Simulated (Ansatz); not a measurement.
# Calculations on C₂H₂F₂O

## 1. Relaxation

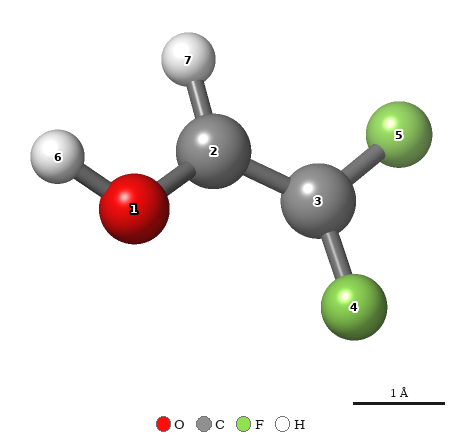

C2H2F2O, before the relaxation. The picture is a ball-and-stick view, seen at a tilt.

The run prepares an end point of a later path (torsion) calculation, from a guessed geometry.

Method: RKS B3LYP-D4/def2-SVP in Ansatz 0.2.0.

Input
```yaml
crystal:
  periodic: [false, false, false]
  atoms:
    - { symbol: O, position_ang: [-1.3476, 0.3705, 0.2396] }
    - { symbol: C, position_ang: [-0.0351, 0.3083, 0.1761] }
    - { symbol: C, position_ang: [0.5819, -0.7041, -0.4113] }
    - { symbol: F, position_ang: [0.0052, -1.7039, -0.9793] }
    - { symbol: F, position_ang: [1.966, -0.7271, -0.4149] }
    - { symbol: H, position_ang: [-1.6274, 1.254, 0.6931] }
    - { symbol: H, position_ang: [0.5182, 1.1343, 0.6511] }
basis:
  gaussian: { orbitals: def2-SVP }
hamiltonian:
  xc: b3lyp
  dispersion: d4
relax:
  f_tol: 0.015
  max_steps: 40
```

Run as
```bash
ansatz run input.yaml --threads 1 --pin off --max-ram 2048MiB --backend cpu --events-out ev --progress --plain --runs-dir out
```

> What does the optimiser find from here?

The atom that moves furthest after the best rigid fit is H6 (0.28 Å). By element the largest moves are H 0.28 Å, O 0.20 Å, F 0.10 Å, C 0.09 Å. Among the contacts that change: O1–H6 1.032 → 0.965 Å, C3–F5 1.384 → 1.323 Å, O1–C2 1.316 → 1.364 Å, C3–F4 1.286 → 1.318 Å. Bond angles that change, for instance: C2–C3–F5 118.7° → 123.1°, F4–C3–F5 115.7° → 111.7°, C3–C2–H7 122.1° → 118.4°. Groups turn about O1–C2 by about 35°. After 14 accepted moves (16 points after the start) the energy has fallen by 7.02 kcal/mol. The largest force component goes from 3.3 to 0.007 eV/Å. The line search rejected the trial steps at points 9, 14 of the run. The forces were under the threshold at step 6, but the run went on from there.

Step by step:

| step | E − E(0), kcal/mol | largest force component, eV/Å | note |
| --- | --- | --- | --- |
| 0 | 0.00 | 3.2976 |  |
| 1 | -5.72 | 1.4539 |  |
| 2 | -6.80 | 0.2657 |  |
| 3 | -6.86 | 0.0745 |  |
| 4 | -6.88 | 0.0556 |  |
| 5 | -6.88 | 0.0192 |  |
| 6 | -6.88 | 0.0135 |  |
| 7 | -6.88 | 0.0145 |  |
| 8 | -6.89 | 0.0345 |  |
| 9 | -6.87 | 0.3801 | rejected |
| 10 | -6.90 | 0.0601 |  |
| 11 | -6.91 | 0.1555 |  |
| 12 | -6.99 | 0.2367 |  |
| 13 | -7.02 | 0.0292 |  |
| 14 | -6.94 | 0.4266 | rejected |
| 15 | -7.02 | 0.0318 |  |
| 16 | -7.02 | 0.0070 |  |

The structure at the end:

```xyz
7

O    -1.3651    0.3281    0.4371
C    -0.0121    0.3260    0.2626
C     0.6022   -0.6563   -0.3988
F    -0.0021   -1.6684   -0.9882
F     1.9180   -0.7432   -0.5059
H    -1.6814    1.2401    0.4235
H     0.6017    1.1057    0.7240
```

The end point in the same view:

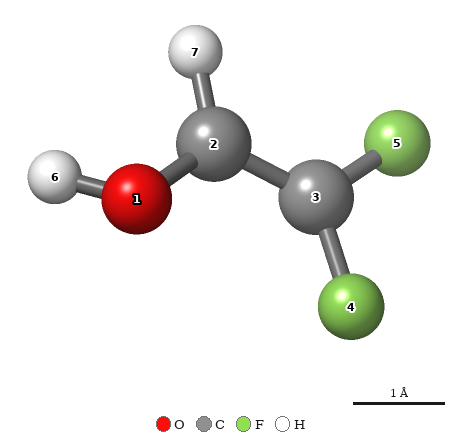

## 2. Relaxation

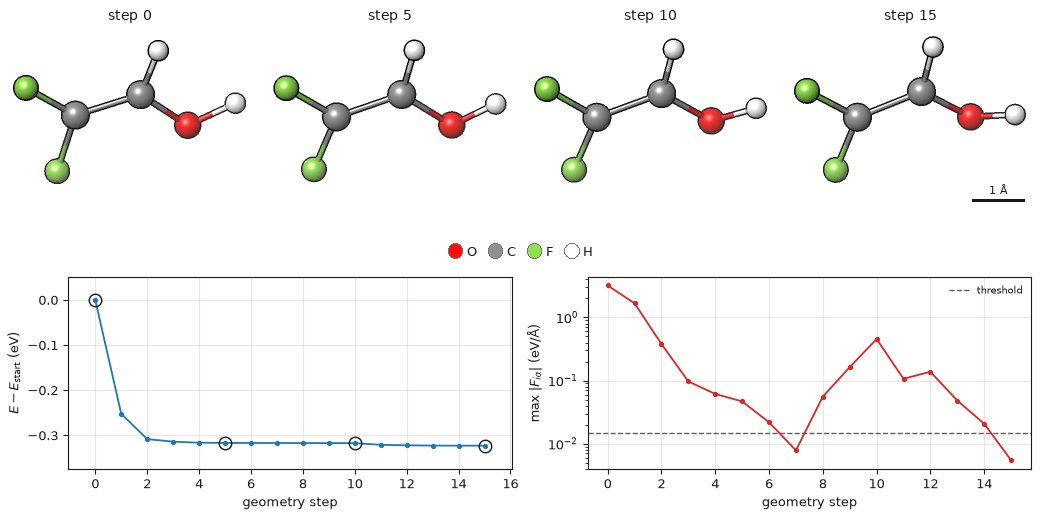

Frames of a relaxation of C$_{2}$H$_{2}$F$_{2}$O, marked on the history of the run. Style: ball-and-stick. Shown from a free direction.

The run prepares an end point of a later path (torsion) calculation, from a guessed geometry.

Level of theory: RKS B3LYP-D4/def2-SVP in Ansatz 0.2.0.

Input file:
```yaml
crystal:
  periodic: [false, false, false]
  atoms:
    - { symbol: O, position_ang: [-1.3476, 0.3705, 0.2396] }
    - { symbol: C, position_ang: [-0.0351, 0.3083, 0.1761] }
    - { symbol: C, position_ang: [0.5819, -0.7041, -0.4113] }
    - { symbol: F, position_ang: [1.85643, -0.84933, -0.50765] }
    - { symbol: F, position_ang: [-0.18235, -1.69818, -0.99782] }
    - { symbol: H, position_ang: [-1.6274, 1.254, 0.6931] }
    - { symbol: H, position_ang: [0.5182, 1.1343, 0.6511] }
basis:
  gaussian: { orbitals: def2-SVP }
hamiltonian:
  xc: b3lyp
  dispersion: d4
relax:
  f_tol: 0.015
  max_steps: 40
```

Run as
```bash
ansatz run input.yaml --threads 1 --pin off --max-ram 2048MiB --backend cpu --events-out ev --progress --plain --runs-dir out
```

What happens along the run?

Over 15 geometry steps the energy falls by 0.323 eV. Largest force component: 3.2 eV/Å at the start, 0.0055 eV/Å at the end. The forces were under the threshold at step 7, but the run went on from there. The largest move after the best rigid fit is that of H6, 0.25 Å. By element the largest moves are H 0.25 Å, O 0.22 Å, C 0.07 Å, F 0.07 Å. Some distances before and after: C3–F5 1.384 → 1.318 Å, O1–H6 1.032 → 0.965 Å, O1–C2 1.316 → 1.364 Å, C3–F4 1.286 → 1.323 Å. Among the angles between lasting bonds that change: C2–C3–F5 118.7° → 125.2°, F4–C3–F5 115.7° → 111.7°, O1–C2–H7 116.4° → 120.1°. Groups turn about O1–C2 by about 35°. From step 0 to 5: O and F atoms move most (0.08 Å), energy −0.317 eV. From step 5 to 10: H6 moves most (0.12 Å), energy −0.001 eV. From step 10 to 15: H6 moves most (0.13 Å), energy −0.006 eV.

## 3. Path

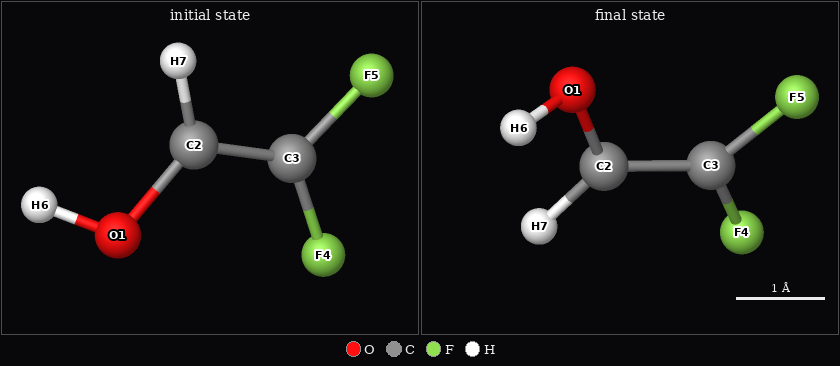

The two relaxed end points of a path for C$_{2}$H$_{2}$F$_{2}$O. A ball-and-stick model, seen at a tilt.

All numbers below come from RKS B3LYP-D4/def2-SVP (Ansatz 0.2.0).

Settings: 5 movable images; climbing image; force threshold 0.05 eV/Å; iteration limit 60.

Start:
```xyz
7

O    -1.3649    0.3285    0.4374
C    -0.0120    0.3264    0.2621
C     0.6021   -0.6567   -0.3982
F    -0.0023   -1.6698   -0.9859
F     1.9179   -0.7435   -0.5059
H    -1.6814    1.2403    0.4227
H     0.6018    1.1068    0.7221
```

End:
```xyz
7

O    -1.3645    0.3284    0.4381
C    -0.0119    0.3265    0.2623
C     0.6018   -0.6566   -0.3981
F     1.9176   -0.7437   -0.5056
F    -0.0023   -1.6692   -0.9866
H    -1.6812    1.2402    0.4212
H     0.6017    1.1064    0.7232
```

Q: Predict the minimum-energy path and its barrier.

A: The barrier is about 334.7 kJ/mol in both directions, with image 3 at the top; the ends have the same energy. The motion is a rotation about the C2–C3 bond by about 180°. No bond forms or breaks between the ends. Among the angles between lasting bonds that change up to the highest image: O1–C2–C3 121.4° → 75.6°, O1–C2–H7 120.1° → 113.6°. The band converged in 48 iterations. The largest component of the band force went from 150 to 0.028 eV/Å. The climbing image converged on the top of the path. Its vibrational analysis gives one imaginary mode (432i cm⁻¹), as a transition state must have.

Energies of the converged images:

```tsv
image	path (Å)	E (kJ/mol)
0	0.00	0.0
1	1.13	4.6
2	2.27	157.6
3	3.40	334.7
4	4.63	78.6
5	5.85	3.7
6	7.08	0.0
```

The geometry at the top of the path:

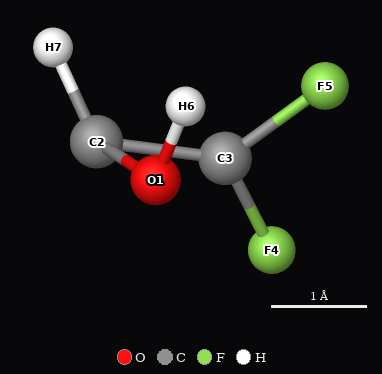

The run took 8.3 min on 1 thread of Arm Neoverse V2 (shared host), peak memory 0.16 GiB.
